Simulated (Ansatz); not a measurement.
Consider C$_{2}$BFZn (SMILES F[B+]C#[C][Zn]) (charge +1, doublet).

```xyz
5

C     0.0000    0.0000   -0.1026
C     0.0000    0.0000    1.1400
B     0.0000    0.0000   -1.5141
F     0.0000    0.0000   -2.7559
Zn    0.0000    0.0000    3.2326
```

Geometry: PBE0-D3(BJ)/def2-SVP.

Level of theory: isolated molecule in a Gaussian basis; Kohn-Sham density functional theory, functional PBE0 (Ansatz).

**What will maps of the electron density, electron localisation function and spin density show?**

B–F (1.24 Å): ρ at the midpoint is about 2.8 e/Å³; the ELF peaks at about 0.85 between the atoms; a polar covalent bond.
C–C (1.24 Å): the density is about 2.8 e/Å³ at the midpoint; the ELF peaks at about 0.85 between the atoms: a short, multiple covalent bond.
C–B (1.41 Å): ρ is about 1.8 e/Å³ halfway; the ELF peaks at about 0.95 between the atoms: a covalent bond.
C–Zn (2.09 Å): the density is about 0.55 e/Å³ at the midpoint; the ELF peaks at about 0.95 in the valence shell of C, 0.6 Å from its nucleus, and is about 0.35 at the midpoint.
The unpaired spin (1 electron) lies mostly on Zn5 (about 0.9) and C2 (about 0.1), in electrons by Hirshfeld's partition.

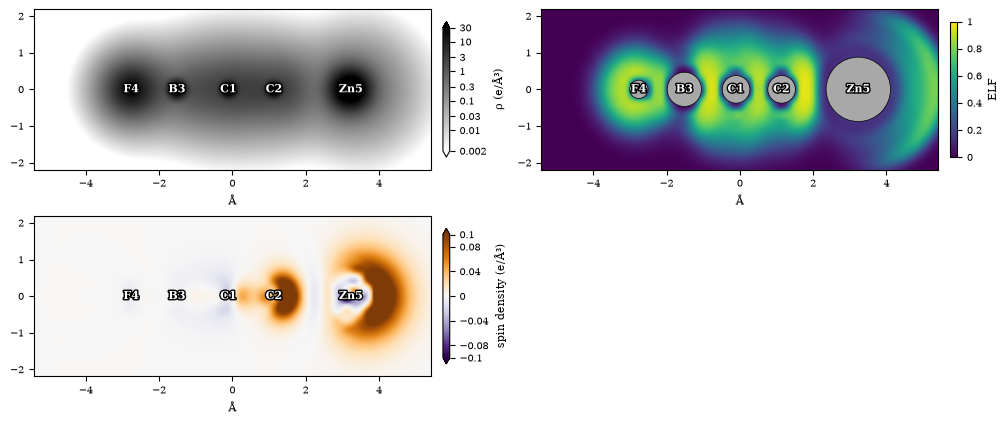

Computed electron density, electron localisation function and spin density on a plane that holds the molecular axis, in this order. Grey discs cover the atomic cores in the ELF map. 
